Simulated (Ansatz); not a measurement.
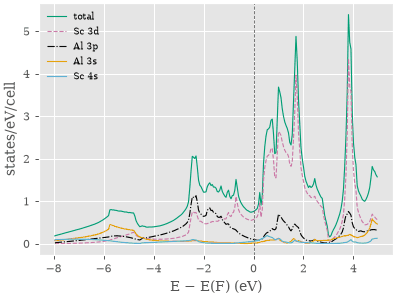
Total and projected density of states of ScAl (CsCl type, space group No. 221), PBEsol in the plane-wave PAW code Ansatz

Question: Which orbitals carry the states next to the Fermi level?

Answer: Within 0.5 eV of the Fermi level: Sc 3d 75 %, Al 3p 13 %, Sc 4s 7 %. Projections are on Löwdin-orthogonalised atomic valence shells; empty p or d shells of many metals are not among them.

Question: Where is the tallest occupied peak in this window, and what makes it?

Answer: Near -2.3 eV, about 2.1 states/eV per cell; the largest projected share is Al 3p.

Space group Pm-3m (CsCl type). The workflow started from a Materials Project entry (that database holds measured and hypothetical structures alike); the Crystallography Open Database copy checked does not list it. With Sc and Al taken as one species the cell has the higher symmetry Im-3m, so it may be an ordered model of a mixed-site phase. Whether it is the stable phase at ambient conditions was not checked. The PBEsol relaxation kept the symmetry of its start; of distortions, only those at the zone centre were tested. No spin polarisation was allowed.

Potentials: the later of the program's two PAW sets.
